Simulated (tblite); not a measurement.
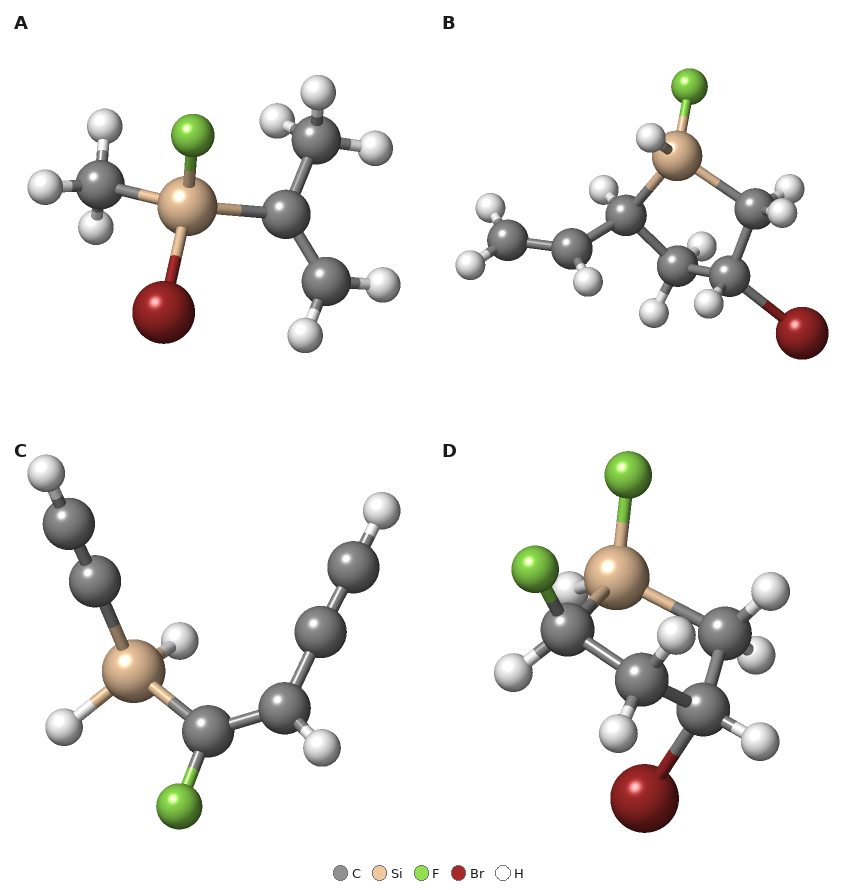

Figure made from data computed with tblite.

Question: Which panel belongs to which SMILES?
(1) C#C/C=C(/F)[SiH2]C#C
(2) C=C(C)[Si@](C)(F)Br
(3) F[C@@H]1C[C@@H](Br)C[Si@@H]1F
(4) C=C[C@@H]1C[C@@H](Br)C[Si@H]1F

Answer: A is (2), B is (4), C is (1), D is (3).
